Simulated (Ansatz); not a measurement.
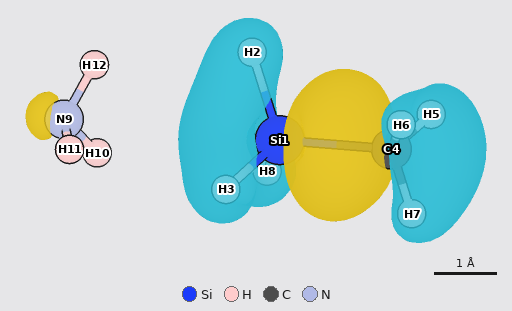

CH$_{6}$Si···NH$_{3}$. The HOMO−1 at ±0.1 Å⁻³ᐟ² (yellow and cyan are the two phases), seen at a tilt.

Level of theory: Ansatz 0.2.0, RKS PBE0/6-31G*.

```yaml
atoms:
  - { symbol: Si, position_ang: [-0.1549, 0.3325, -0.0452] }
  - { symbol: H, position_ang: [-0.3759, 0.2694, 1.4288] }
  - { symbol: H, position_ang: [1.3134, 0.4264, -0.2932] }
  - { symbol: C, position_ang: [-1.0543, 1.8109, -0.7850] }
  - { symbol: H, position_ang: [-2.1346, 1.7286, -0.6294] }
  - { symbol: H, position_ang: [-0.7173, 2.7443, -0.3233] }
  - { symbol: H, position_ang: [-0.8726, 1.8818, -1.8619] }
  - { symbol: H, position_ang: [-0.6463, -0.9419, -0.6459] }
  - { symbol: N, position_ang: [1.5574, -2.5137, 1.4346] }
  - { symbol: H, position_ang: [0.9960, -2.7823, 0.6304] }
  - { symbol: H, position_ang: [2.2196, -1.8186, 1.1002] }
  - { symbol: H, position_ang: [0.9303, -2.0274, 2.0702] }
```

**Describe this orbital and give its energy.**

It lies mainly on C4 (about 40 %) and Si1 (about 30 %). Its energy is −9.29 eV.
